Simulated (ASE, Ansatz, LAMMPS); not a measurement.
**Convergence of a linear-scaling basis for twisted graphene monolayer on bilayer, 6.01° (546 atoms)**

Wanted: errors and times of a linear-scaling basis for twisted graphene monolayer on bilayer, 6.01° (546 atoms).

Main program and level: Ansatz 0.2.0; Kohn-Sham DFT, PBE+D3(BJ), PAW (set soft_2), plane waves.

## (1) The structure

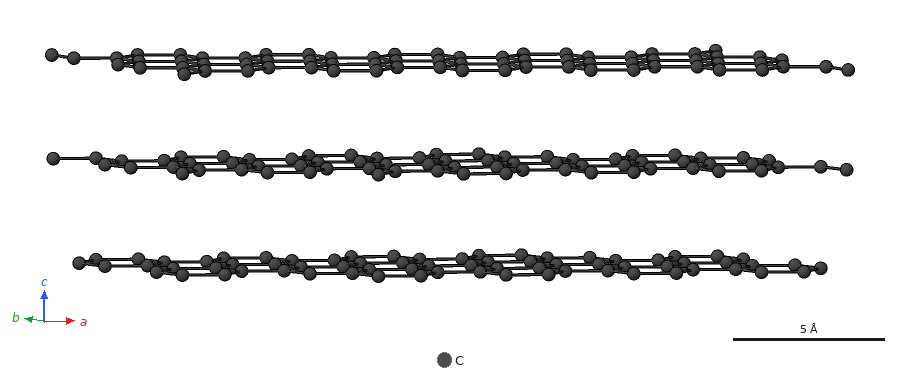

The cell as given, in part (carbon dark grey). Drawn is a slice 8 Å thick, seen along the normal of the ac plane.

The cell holds 546 atoms: 546 C. Cell: a = 23.467 Å, b = 23.467 Å, c = 20.690 Å, α = 90.0°, β = 90.0°, γ = 120.0°. It derives from C (graphene). Graphene (a = 2.46 Å) under graphene (a = 2.46 Å), monolayer on bilayer, commensurate cell of 91 unit cells a layer, twist 6.01 deg; facing planes 3.32, 3.37 Å apart as built; 14 Å of vacuum; minimised with a classical potential. Regions: layer 1, 182 atoms (182 C); layer 2, 182 atoms (182 C); layer 3, 182 atoms (182 C). Vacuum lies along c.

Limits known from the start: Beside vacuum, support functions can miss their usual error bounds without a warning.

## (2) How the cell was made

A minimisation with a classical potential prepares the built cell.

This step: classical potential: AIREBO (Stuart, Tutein and Harrison, J. Chem. Phys. 112, 6472 (2000)) (LAMMPS stable Jul 2025 - Update 4).

Input file in.lammps:

```
units metal
atom_style atomic
boundary p p p
atom_modify map array
read_data structure.data
pair_style airebo 3.0 1 1
pair_coeff * * CH.airebo C
thermo_style custom step temp pe press lx ly lz fmax
thermo 200
min_style cg
minimize 0 1e-4 3000 30000
write_data relaxed.data nocoeff
```

Started as:

```
> lmp -in in.lammps -log log.lammps -screen none -nocite
```

Numbers of over 12 decimals in the logs are rounded to 6 here.

The log of the run:

```text
LAMMPS (22 Jul 2025 - Update 4)
  546 atoms
   Step          Temp          PotEng         Press            Lx             Ly             Lz            Fmax     
         0   0             -4061.9249     -65290.272      23.4669        20.322932      20.69          0.021849756  
       126   0             -4061.98       -65729.671      23.4669        20.322932      20.69          8.3728897e-06
Loop time of 6.02122 on 1 procs for 126 steps with 546 atoms
Minimization stats:
  Stopping criterion = force tolerance
  Energy initial, next-to-last, final = 
     -4061.92494417665  -4061.97995064959  -4061.97995064999
  Force two-norm initial, final = 0.23740329 9.5046492e-05
  Force max component initial, final = 0.021849756 8.3728897e-06
  Iterations, force evaluations = 126 252
```

Wall time 6.7 s (1 thread of Intel Xeon at 2.80GHz (Skylake/Cascade Lake), shared host).

## (3) Plane-wave single point

The first run fixes the reference, at a cutoff of 420 eV.

Input file input.yaml:

```yaml
crystal:
  lattice:
    - [23.4669, 0.0, 0.0]
    - [-11.73345, 20.32293, 0.0]
    - [0.0, 0.0, 20.69]
  atoms:
    - { symbol: C, position: [0.0696, 0.88645, 0.33646] }
    - { symbol: C, position: [0.07326, 0.82784, 0.33641] }
    - { symbol: C, position: [0.12454, 0.00733, 0.33646] }
    - { symbol: C, position: [0.12821, 0.94872, 0.33641] }
    - { symbol: C, position: [0.08059, 0.71062, 0.33643] }
    - { symbol: C, position: [0.08425, 0.65201, 0.33638] }
    - { symbol: C, position: [0.13553, 0.8315, 0.33645] }
    - { symbol: C, position: [0.13919, 0.77289, 0.33641] }
    - { symbol: C, position: [0.19048, 0.95238, 0.33644] }
    - { symbol: C, position: [0.19414, 0.89377, 0.3364] }
    - { symbol: C, position: [0.09158, 0.5348, 0.33642] }
    - { symbol: C, position: [0.09524, 0.47619, 0.33639] }
    - { symbol: C, position: [0.14652, 0.65568, 0.33644] }
    - { symbol: C, position: [0.15018, 0.59707, 0.3364] }
    - { symbol: C, position: [0.20147, 0.77656, 0.33645] }
    - { symbol: C, position: [0.20513, 0.71795, 0.33642] }
    - { symbol: C, position: [0.25641, 0.89744, 0.33644] }
    - { symbol: C, position: [0.26007, 0.83883, 0.33641] }
    - { symbol: C, position: [0.31136, 0.01831, 0.33641] }
    - { symbol: C, position: [0.31502, 0.95971, 0.33638] }
    - { symbol: C, position: [0.10256, 0.35897, 0.33644] }
    - { symbol: C, position: [0.10623, 0.30037, 0.3364] }
    - { symbol: C, position: [0.15751, 0.47985, 0.33645] }
    - { symbol: C, position: [0.16117, 0.42125, 0.33641] }
    - { symbol: C, position: [0.21245, 0.60073, 0.33646] }
    - { symbol: C, position: [0.21612, 0.54212, 0.33642] }
    - { symbol: C, position: [0.2674, 0.72161, 0.33647] }
    - { symbol: C, position: [0.27106, 0.663, 0.33643] }
    - { symbol: C, position: [0.32234, 0.84249, 0.33645] }
    - { symbol: C, position: [0.32601, 0.78388, 0.33642] }
    - { symbol: C, position: [0.37729, 0.96337, 0.33641] }
    - { symbol: C, position: [0.38095, 0.90476, 0.33639] }
    [... 508 atom lines left out ...]
    - { symbol: C, position: [0.95236, 0.19046, 0.66288] }
    - { symbol: C, position: [0.9487, 0.12819, 0.66285] }
    - { symbol: C, position: [0.0183, 0.31133, 0.66291] }
    - { symbol: C, position: [0.01464, 0.24906, 0.66288] }
    - { symbol: C, position: [0.00732, 0.12454, 0.66278] }
    - { symbol: C, position: [0.00366, 0.06227, 0.66279] }
kpoints:
  mp_grid: { grid: [3, 3, 1] }
hamiltonian:
  xc: pbe
  dispersion: d3bj
scf:
  occupations: { method: fermi_dirac, width: 0.05 }
output:
  forces: true
  populations: true
  dos:
    method: { smearing: { sigma: 0.1 } }
    de: 0.1
    projected: { site_lists: { C: [C] } }
  eigenvalues: true
```

Started as:

```
> ansatz run input.yaml --threads 32 --pin off --max-ram 143360MiB --backend cuda --events-out ev --progress --plain --runs-dir out
```

The log of the run:

```text
Warning: the atoms were moved onto the symmetric positions of the space group found under crystal.symmetry.tolerance 1.0e-5 (fractional; no operation is sought that the atoms, as they stand in a round, miss by more than twice it, and no atom is moved by as much as it), and the run uses the moved positions. [...]
Engine: ansatz 0.2.0, aarch64-unknown-linux-gnu
Pseudopotentials: kind: paw
Pseudopotential: C, paw, valence charge 4, recommended cutoff 420 eV (normal), C.paw.azcp
[...]
Crystal: 546 atoms, lattice volume = 9867.395 Å³
Basis set: ecut = 420 eV, 192861 PW (Γ), exchange–correlation on 320×320×288 points (8 copies of the dense FFT grid, shifted against one another)
Bands: 1638, of which v1, the nominal top of the filled ones, is band 1092 counted from 1 (1091 counted from 0)
Symmetry: 3 space group operations
Space group: P3 (ITA 143), of the structure as read, at distance tolerance 2.1e-4 Å
k-points: 3 of 9 (time reversal used)
[... 3 lines on functional and potentials left out ...]
Initial density: superposition of atomic densities (neutral atoms: chi_scale 0, normalization atom), corrected by the library's trained network
Initial wavefunctions: pseudopotential atomic-orbital guess
[...]
Functional: x = pbe(κ = 0.804, μ = 0.219515), c = pbe(β = 0.066725)
SCF iter   1: F=—  HF=-137080.785331 eV  |F-HF|=—  |Δ(HF+E_count)|=         —  Δρ=2.38e-3  dr2=5.99e-1  ethr=1.77e-3  ⟨swp⟩=7.3  Hψ=25278  notcnv=0  defer=1235
preconditioner: auto → LDOS  [metal: Δε(μ)=0.042 eV  Ē_g=15.367 eV  σ=0.050 eV  W_gap=0.20  n_scr=1590 (ndim 8)  ℏωp=17.5 eV  f_vac=0.504  D(μ)=8.72/eV (n_scr^D=8)  β→1.0]
SCF iter   2: F=—  HF=-137080.824774 eV  |F-HF|=—  |Δ(HF+E_count)|=   3.94e-2  Δρ=1.15e-3  dr2=2.90e-1  ethr=2.74e-5  ⟨swp⟩=2.0  Hψ=9064  notcnv=0  defer=1502
SCF iter   3: F=—  HF=-137080.727580 eV  |F-HF|=—  |Δ(HF+E_count)|=   9.72e-2  Δρ=3.75e-4  dr2=5.70e-2  ethr=1.33e-5  ⟨swp⟩=2.0  Hψ=6779  notcnv=0  defer=1502
SCF iter   4: F=—  HF=-137080.712232 eV  |F-HF|=—  |Δ(HF+E_count)|=   1.53e-2  Δρ=9.25e-5  dr2=4.45e-4  ethr=2.61e-6  ⟨swp⟩=2.0  Hψ=5871  notcnv=0  defer=1502
SCF iter   5: F=—  HF=-137080.723719 eV  |F-HF|=—  |Δ(HF+E_count)|=   1.15e-2  Δρ=3.38e-5  dr2=1.27e-4  ethr=2.04e-8  ⟨swp⟩=3.0  Hψ=7357  notcnv=0  defer=1502
SCF iter   6: F=—  HF=-137080.726149 eV  |F-HF|=—  |Δ(HF+E_count)|=   2.43e-3  Δρ=5.78e-6  dr2=2.65e-6  ethr=5.80e-9  ⟨swp⟩=2.0  Hψ=8108  notcnv=0  defer=1502
SCF iter   7: F=—  HF=-137080.724515 eV  |F-HF|=—  |Δ(HF+E_count)|=   1.63e-3  Δρ=2.34e-6  dr2=1.10e-6  ethr=1.21e-10  ⟨swp⟩=3.0  Hψ=7579  notcnv=0  defer=1502
SCF iter   8: F=—  HF=-137080.724515 eV  |F-HF|=—  |Δ(HF+E_count)|=   3.28e-7  Δρ=8.88e-7  dr2=1.20e-7  ethr=5.03e-11  ⟨swp⟩=2.0  Hψ=5800  notcnv=0  defer=1502
SCF iter   9: F=-137080.724515 eV  HF=-137080.724515 eV  |F-HF|=2.94e-8  |Δ(HF+E_count)|=   5.34e-8  Δρ=3.63e-7  dr2=7.47e-9  ethr=4.58e-12  ⟨swp⟩=33.0  Hψ=50547  notcnv=0
SCF 1 converged in 9 iterations: F = -137080.724515 eV  dr2 = 7.47e-9
  greatest PAW one-centre occupation: 0.674 electrons in one spin orbital (limit 2), on the C atom at site 312 (counted from 0), in its partial waves of l = 0
SCF converged after 9 iterations
Free energy (F): -137080.724515 eV
Harris-Foulkes:  -137080.724515 eV  (|F-HF|=2.94e-8)
Internal energy: -137080.661157 eV  (E = F + TS)
E sigma→0 (E₀):  -137080.692836 eV
Entropy (-TS):   -0.063358 eV (-0.116 meV/atom)
Fermi energy:    1.225687 eV
--- Per-component energies (eV) ---
  E_band       = -17303.246317
  E_kinetic    = 49739.942151
  E_local      = -970853.142822  (includes V_loc(G=0)·N_el)
  E_nonlocal   = 14932.173367
  E_hartree    = 462545.004085
  E_xc         = -26236.254948
  E_vxc        = -32484.925453  (∫ρ·V_xc dr)
  E_paw        = -54252.128046  (= ΣΔE_a)
  E_vpaw       = -3727.300013  (= ΣTr[D̂ρ^β])
  E_aug_tail   = 0.004159  (compensation charges beyond the density's cutoff)
  E_ewald      = 387115.258484
  E_disp       = -71.517588  (pairwise vdW)
  E_smearing   = -0.063358  (= −TS)
  E_closure    = -0.000000  (closes the sum)
  Σ components = -137080.724515   (vs F -137080.724515, Δ=0.00e0)
--- Forces (eV/Å), atoms counted from 1 ---
[... 546 lines of forces left out ...]
  max |Σ_I F_I| component: 1.93e-4 eV/Å
--- Band table (eV) ---
[... left out ...]
--- Löwdin populations: 546 sites ---
  site symbol       q [e]
[... 546 lines, one an atom, left out ...]
  spilling = 0.009380 (of n_electrons = 2184.000000)
```

Run time: 45 s. Hardware: 1 × NVIDIA GB200 with 32 threads of Arm Neoverse V2, shared host; peak memory 15 GiB.

That memory is the host's. Forces of this run were stored rounded, and per-atom blocks of the log weren't kept.

The program notes that it cut back its plan to fit the GPU's memory and positions were snapped to a detected symmetry.

Read from the output:

| Item | Value |
| --- | --- |
| free energy | -137080.7245 eV |
| free energy per atom | -251.0636 eV/atom |
| SCF cycles | 9 |
| r.m.s. force component | 0.0139 eV/Å |
| longest force | 0.05343 eV/Å |
| Fermi energy | 1.226 eV |
| levels partly filled by over 2 per cent | 4 |
| spilling of the projection | 0.00938 |

The mean of these charges, 0.038 e, is only the charge that the projection spills.

Löwdin charges by element (they lack the spilled electrons, 0.038 e an atom on average):

| element | coordination | atoms | mean charge (e) | spread | least | most |
| --- | --- | --- | --- | --- | --- | --- |
| C | all | 546 | 0.0375 | 0.0026 | 0.0312 | 0.0408 |

By region:

```
 region  atoms  mean length of the force (eV/Å)
layer 1    182                            0.022
layer 2    182                            0.025
layer 3    182                            0.019
```

States in the cell by windows of 1 eV, zero at the Fermi level; some projections on atomic orbitals stand beside the total:

| from (eV) | to (eV) | total | C p | C s |
| --- | --- | --- | --- | --- |
| -18 | -17 | 84.1 | 28.5 | 54.2 |
| -17 | -16 | 87.0 | 35.1 | 50.6 |
| -16 | -15 | 91.0 | 40.4 | 49.4 |
| -15 | -14 | 106.0 | 47.1 | 57.8 |
| -14 | -13 | 62.2 | 34.5 | 27.1 |
| -13 | -12 | 98.5 | 65.5 | 31.8 |
| -12 | -11 | 96.3 | 64.4 | 31.0 |
| -11 | -10 | 85.1 | 63.9 | 20.4 |
| -10 | -9 | 96.0 | 77.7 | 17.6 |
| -9 | -8 | 119.4 | 100.7 | 17.8 |
| -8 | -7 | 173.6 | 156.7 | 14.7 |
| -7 | -6 | 251.3 | 240.0 | 9.0 |
| -6 | -5 | 197.0 | 190.4 | 5.5 |
| -5 | -4 | 162.6 | 159.2 | 2.5 |
| -4 | -3 | 152.1 | 150.8 | 0.7 |
| -3 | -2 | 114.2 | 114.1 | 0.0 |
| -2 | -1 | 59.2 | 59.0 | 0.0 |
| -1 | 0 | 17.5 | 17.4 | 0.0 |
| 0 | 1 | 16.9 | 16.7 | 0.0 |
| 1 | 2 | 91.9 | 89.0 | 0.0 |
| 2 | 3 | 92.8 | 89.2 | 0.0 |
| 3 | 4 | 80.2 | 61.2 | 0.1 |
| 4 | 5 | 102.1 | 53.5 | 0.0 |

Between -20 and -18 eV lie 131 more states.

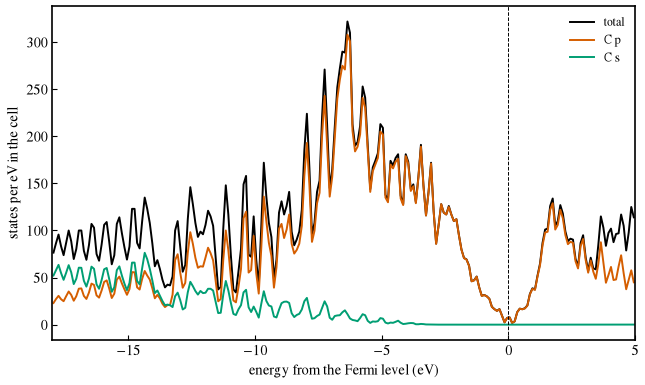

Total and projected density of states, with the broadening of the input.

Not all projections were asked for or kept, so they needn't add up to the total.

The levels nearest the highest filled one (over half full), pooled over k-points and spins:

| level less the highest filled one (eV) | occupation |
| --- | --- |
| -0.512 | 2 |
| -0.486 | 2 |
| -0.336 | 2.00 |
| -0.297 | 2.00 |
| -0.286 | 2.00 |
| 0 | 1.21 |
| 0.025 | 0.961 |
| 0.0251 | 0.961 |
| 0.0331 | 0.881 |
| 0.332 | 0.004 |
| 0.408 | 0.001 |
| 0.434 | 0.001 |

Löwdin charges run from +0.03 to +0.04 e, about a mean that is the spilled charge alone. Within 0.4 eV of the Fermi level the largest share is C p (100 % of the projected weight).

## (4) Local order

These statistics describe the geometry on which the runs were made.

Normalised to the volume that the atoms fill. Pair distribution function in bins of 0.2 Å:

| r (Å) | total |
| --- | --- |
| 1.40 | 4.50 |
| 1.60 | 0.00 |
| 1.80 | 0.00 |
| 2.00 | 0.00 |
| 2.20 | 0.00 |
| 2.40 | 2.98 |
| 2.60 | 0.00 |
| 2.80 | 1.15 |
| 3.00 | 0.00 |
| 3.20 | 0.00 |
| 3.40 | 0.25 |
| 3.60 | 0.95 |
| 3.80 | 1.54 |
| 4.00 | 0.24 |
| 4.20 | 1.60 |
| 4.40 | 0.68 |
| 4.60 | 0.22 |
| 4.80 | 0.21 |
| 5.00 | 1.66 |
| 5.20 | 0.88 |
| 5.40 | 0.40 |
| 5.60 | 0.46 |
| 5.80 | 0.16 |
| 6.00 | 0.34 |
| 6.20 | 1.12 |
| 6.40 | 0.15 |
| 6.60 | 1.21 |
| 6.80 | 0.25 |

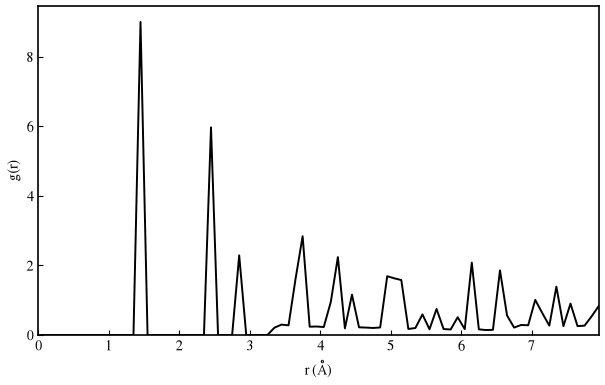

Pair distribution functions.

Bonds by pair of elements; cutoffs follow the first minimum of g(r), held within bounds set by covalent radii, and pairs that aren't listed don't count as bonded:

| pair A-B | cutoff (Å) | bonds | mean length (Å) | spread (Å) | shortest (Å) | B about A | A about B |
| --- | --- | --- | --- | --- | --- | --- | --- |
| C-C | 1.82 | 819 | 1.42 | 0 | 1.42 | 3 | 3 |

How many atoms have how many bonded neighbours:

| element | mean | 3 |
| --- | --- | --- |
| C | 3 | 546 |

Bond angles (no mean is given where the spread exceeds 20°):

```csv
angle,count,mean (°),spread (°)
C-C-C,1638,120,0
```

With the cutoffs above, all C atoms have 3 bonded neighbours.

The surroundings of C497, picked at random, nearest first, numbered as they follow in the input and with coordinates relative to it.

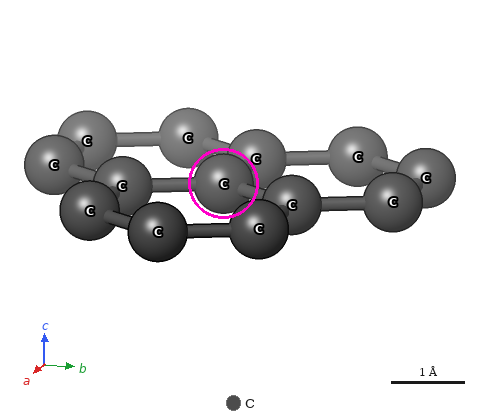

The atoms of the table, within 2.8 Å (arrows a, b, c point along x, y, z); some may hide others; the central atom is ringed.

| atom | x | y | z | distance (Å) | bonds |
| --- | --- | --- | --- | --- | --- |
| C497 | 0.00 | 0.00 | 0.00 | 0.00 | 3 |
| C482 | -1.42 | 0.07 | 0.00 | 1.42 | 3 |
| C500 | 0.77 | 1.19 | 0.00 | 1.42 | 3 |
| C498 | 0.64 | -1.27 | 0.00 | 1.42 | 3 |
| C513 | 2.19 | 1.12 | 0.00 | 2.46 | 3 |
| C499 | 0.13 | 2.46 | 0.00 | 2.46 | 3 |
| C481 | -2.06 | 1.34 | 0.00 | 2.46 | 3 |
| C495 | -0.13 | -2.46 | 0.00 | 2.46 | 3 |
| C511 | 2.06 | -1.34 | 0.00 | 2.46 | 3 |
| C479 | -2.19 | -1.12 | 0.00 | 2.46 | 3 |
| C514 | 2.84 | -0.15 | 0.00 | 2.84 | 3 |
| C480 | -1.55 | -2.38 | 0.00 | 2.84 | 3 |
| C484 | -1.29 | 2.53 | 0.00 | 2.84 | 3 |

The column of bonds counts only the pairs C-C within 1.82 Å; other neighbours, such as metal atoms beside each other in a compound, aren't counted, and periodic images can show an atom twice.

## (5) Support functions medium

The cell is solved in localised support functions. The level medium gives here a grid of 108×108×96 points and a radius of 3.48 Å.

This step: Kohn-Sham DFT, PBE+D3(BJ), PAW (set soft_2), localised support functions (medium) (Ansatz 0.2.0).

input.yaml, the sections that differ from step 3:

```yaml
scf:
  occupations: { method: fermi_dirac, width: 0.05 }
  eigensolver: { kind: { support_functions: { accuracy: medium } } }
  mixing: { beta: 0.4 }
  max_iter: 150
output:
  forces: true
  eigenvalues: true
# crystal, kpoints, hamiltonian: as in step 3
```

The log of the run:

```text
Warning: scf.eigensolver.kind.support_functions: disabling space-group detection — the functions' gradient is summed over unrotated k-points, so no spatial operation reduces the k-mesh or symmetrises the density; time reversal is kept, so that k and −k are solved as one point where they differ and the mesh holds both, and exact exchange and, on two spinor components, a DFT+U term hold to it where the run has them: [...]
settings of this run that can trade accuracy for cost: scf.eigensolver.kind.support_functions [...]
[...]
device memory: the entry about to start is reckoned to put 19.3 GiB on a device that reports 182.5 GiB free
GPU FFT provider: cuFFT
GPU libraries: cuBLAS 13.8.1, cuFFT 12.4.0, cuSOLVER 12.3.2
GPU matrix products: emulated (plane waves: as basis.precision tells), large ones in fixed point in workspaces of 1.00 GiB
Crystal: 546 atoms, lattice volume = 9867.395 Å³
Basis set: ecut = 420 eV, 192861 PW (Γ), exchange–correlation on 320×320×288 points (8 copies of the dense FFT grid, shifted against one another)
Bands: 1311, of which v1, the nominal top of the filled ones, is band 1092 counted from 1 (1091 counted from 0)
Symmetry: 1 space group operations
k-points: 5 of 9 (time reversal used)
[...]
GPU buffer pool allocated for 3686400 grid points (all kernels)
Eigensolver: Support functions (medium, 108×108×96 points, laid for a spacing of at most 0.228497 Å, radius 3.476607 Å, 273 sites without an atom, 1 species' potentials softened for the grid, 1 wholly corrected for its errors in the mean over positions, 1 with the egg-box correction, energy correction by stochastic trace)
[...]
SCF iter   1: F=—  HF=-137201.241840 eV  |F-HF|=—  |Δ(HF+E_count)|=         —  Δρ=7.49e-2  dr2=5.35e2  ethr=1.00e-1
[...]
SCF iter  12: F=-137082.759370 eV  HF=-137082.759371 eV  |F-HF|=9.61e-7  |Δ(HF+E_count)|=   3.04e-3  Δρ=4.05e-6  dr2=2.03e-6  ethr=1.30e-9
SCF 1 converged in 12 iterations: F = -137082.790714 eV  dr2 = 2.03e-6
[...]
SCF converged after 12 iterations
Stability not checked: this state was not tested for a lower state beside it, because the mixer in use, unlike msr1, does not test its closes by its own steps (another_mixer; see scf.mixing.algorithm and scf.lower_state_search)
Free energy (F): -137082.790714 eV
[...]
Internal energy: -137082.727372 eV  (E = F + TS)
E sigma→0 (E₀):  -137082.759043 eV
Entropy (-TS):   -0.063342 eV (-0.116 meV/atom)
Fermi energy:    1.225483 eV
[...]
--- Forces (eV/Å), atoms counted from 1 ---
[... 546 lines of forces left out ...]
  max |Σ_I F_I| component: 1.36e-2 eV/Å
--- Band table (eV; the first three rows and the last of 5) ---
```

It took 36 s on 1 × NVIDIA GB200 with 32 threads; peak memory 2.7 GiB.

That memory is the host's; the program planned up to 19.3 GiB on the GPU.

The program notes that the band table was not solved further than the SCF left it and it switched symmetry off.

Keys that differ from the reference: support_functions.accuracy = "medium", scf.max_iter = 150 and scf.mixing.beta = 0.4.

Forces differ from the reference by 3.3 meV/Å r.m.s.; the energy by -3.8 meV/atom.

## (6) All settings compared

Each row is set against the plane-wave reference (Kohn-Sham DFT, PBE+D3(BJ), PAW (set soft_2), plane waves; r.m.s. force component 0.0139 eV/Å). Energies are set beside the reference only for runs with its functional, potentials and electron count. Times are for 1 × NVIDIA GB200 with 32 threads of Arm Neoverse V2, shared host. The reference's time includes the DOS, which some other runs skip.

```
                     run  Δ force, r.m.s. (meV/Å)  Δ energy (meV/atom)  cycles  time  host memory (GiB)
               reference                        -                    -       9  45 s                 15
support functions medium                     3.33                -3.78      12  36 s                2.7
```

## (7) What came out

| Quantity | Value |
| --- | --- |
| free energy per atom | -251.0636 eV/atom |
| r.m.s. force component | 0.0139 eV/Å |
| wall time of the 2 DFT runs | 81 s |

In words: The setting support functions medium changes forces by 3.3 meV/Å r.m.s. Differences between support functions and plane waves include what basis error the plane-wave run still has.

No gap is quoted, since levels at the Fermi energy are partly filled. With the cutoffs above, all C atoms have 3 bonded neighbours.

[Logs are printed without paths, hosts, clocks, repeated set-up lines and the standing remarks that a program may print on its own settings, such as how far it seeks lower states.]

[Hosts, paths, dates, database ids (printed as entryN), source tags and the programs' standing remarks are cut or masked in the printed files.]
